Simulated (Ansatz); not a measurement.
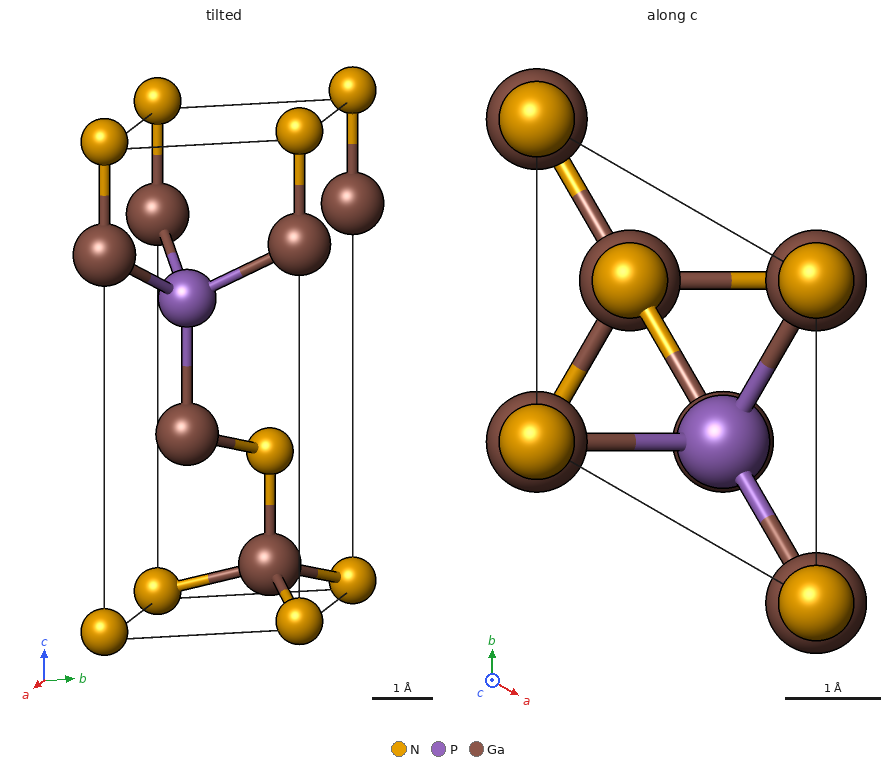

This ball-and-stick model is shown slightly off an axis and along the c axis. The wireframe shows the conventional unit cell.

Ga$_{3}$PN$_{2}$, space group P3m1 (No. 156), a = 3.396 Å, b = 3.396 Å, c = 8.445 Å, α = 90.00°, β = 90.00°, γ = 120.00°. The cell started as a structure type filled with these elements by a generator (whether the compound takes this form wasn't checked). Earlier steps of the study, as a rule a relaxation of our own, may have changed the cell and positions, so they can lie some per cent off the listed ones. It went into a calculation with Ansatz.

This one geometry was computed with Ansatz (DFT, plane waves, PAW) at three levels of theory: PBE with spin-orbit coupling, r2SCAN and PBE. It was relaxed beforehand with r2SCAN.

**Which level gives the highest pressure at this volume, and what does that say about its equilibrium volume?**

Highest: PBE with spin-orbit coupling (4.5 GPa) and PBE (4.5 GPa), which points to the largest equilibrium volume. Lowest, with the smallest volume: r2SCAN (0.0 GPa). Levels within 0.5 GPa of each other can't be told apart.

**How does the band gap change with the level of theory?**

All levels give a metal, though semilocal functionals underestimate gaps and can close a small one.

**Collect the results in a table.**

| level | cutoff (eV) | k-mesh of the run's cell | gap (eV) | pressure (GPa) |
| --- | --- | --- | --- | --- |
| PBE with spin-orbit coupling | 420 | 12×12×4 | metal | 4.5 |
| r2SCAN | 500 | 12×12×4 | metal | 0.0 |
| PBE | 420 | 12×12×4 | metal | 4.5 |

Gaps are taken on the k-mesh or band path of each run.
